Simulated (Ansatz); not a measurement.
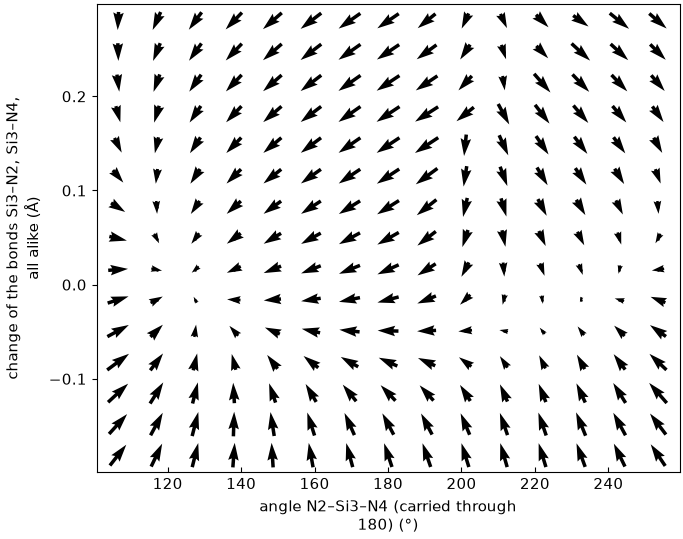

BH₄N₂Si, SMILES BN=[Si+]N, charge +1. 
- The first coordinate is: angle N2–Si3–N4 (carried through 180); the second: change of the bonds Si3–N2, Si3–N4, all alike.
- Nothing is relaxed (all other coordinates rigid).
- The scan uses a 15 × 15 grid.
- Points are written as (first, second).
- Method: RKS PBE-D4/def2-TZVP in Ansatz 0.2.0.

In the figure: dots at the grid points, arrows along the force (downhill), their lengths compressed.

Q: The arrows alone are given. Where is the energy lowest?

A: The arrows converge at about (124°, 0.000 Å) (read from the interpolated surface).

The energy map of the same scan:

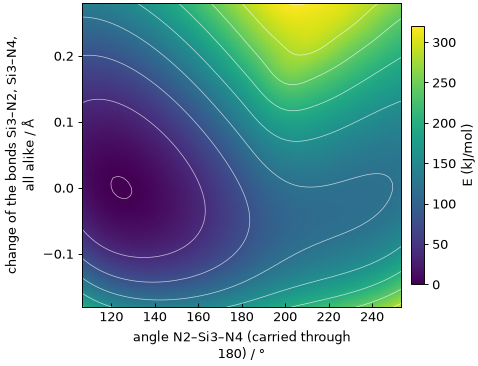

Energies are in kJ/mol, from the lowest grid point; between grid points the surface is interpolated.
